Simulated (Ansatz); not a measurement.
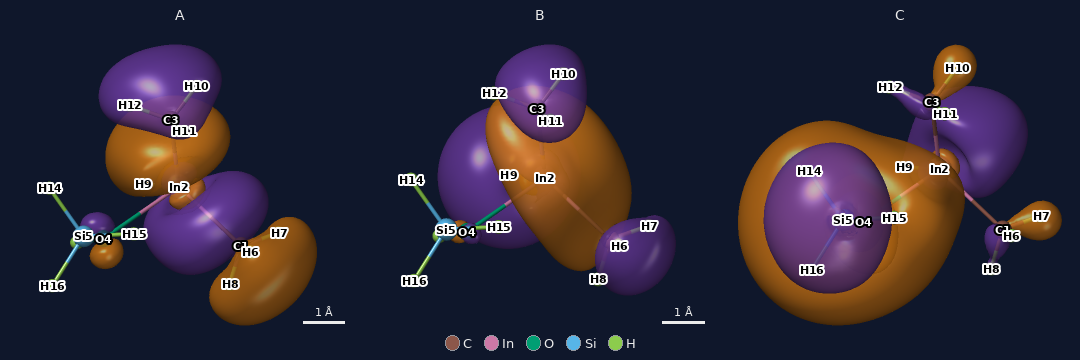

C2H11InOSi. Three frontier orbitals at ±0.05 Å⁻³ᐟ² (orange and purple are the two phases), in no order.

Geometry: PBE0-D4/def2-TZVP; core potentials replace the inner electrons of In.

These are results of RKS PBE0-D4/def2-TZVPP in Ansatz, not measurements.

```xyz
16

C    -0.3957    2.3082   -0.9435
In    0.9234    1.0097    0.1726
C     1.8233   -0.7093   -0.7956
O    -0.8228   -0.3204    1.3214
Si   -1.4821   -1.7581    0.7824
H    -0.9534    1.7434   -1.6931
H     0.1781    3.0800   -1.4625
H    -1.1033    2.8060   -0.2783
H     1.5270    1.5102    1.7330
H     2.7664   -0.4213   -1.2670
H     1.1741   -1.1138   -1.5750
H     2.0441   -1.4986   -0.0738
H    -0.6894   -0.2061    2.2654
H    -0.5762   -2.8933    1.0836
H    -1.6468   -1.5791   -0.6745
H    -2.7894   -1.9801    1.4493
```

Which picture is the HOMO−1, the HOMO and the LUMO?

B is the HOMO−1 (−7.07 eV). By Hirshfeld shares it lies mainly on H9 (about 35 %), In2 (about 30 %), C3 (about 15 %) and C1 (about 10 %). A is the HOMO (−6.75 eV). Its weight (Hirshfeld) is mainly on C1 (about 30 %), C3 (about 25 %) and In2 (about 25 %). C is the LUMO (−0.82 eV). Its weight (Hirshfeld) is mainly on Si5 (about 35 %), In2 (about 20 %), H13 (about 15 %) and O4 (about 10 %).

What is the HOMO–LUMO gap?

5.93 eV between the orbital energies.
